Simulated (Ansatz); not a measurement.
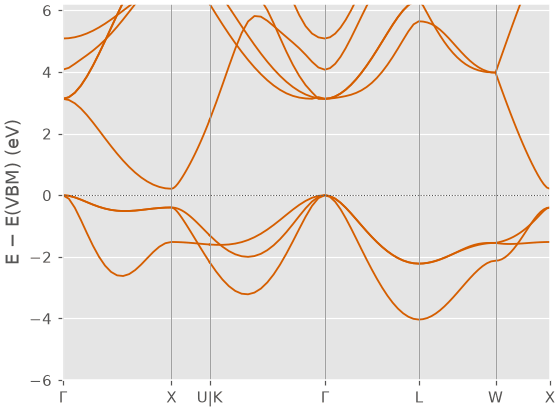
Fig. 1. Band structure from PBE in the plane-wave PAW code Ansatz

Q: Read off the gap and where the band edges lie.

A: About 0.2 eV (0.21 eV by a search for the band edges); maximum at Γ, minimum at X.

Q: Which compound is it?
A. AgBr, rock salt
B. YN, rock salt
C. BeS, rock salt
D. CuCl, zinc blende

A: B, YN, rock salt

Space group Fm-3m (rock salt). The cell was relaxed with PBE under the symmetry of its start. The run is not spin-polarised. Scalar-relativistic: spin–orbit coupling is off unless named, which matters more the heavier the elements.

Potentials: the later of the program's two PAW sets.
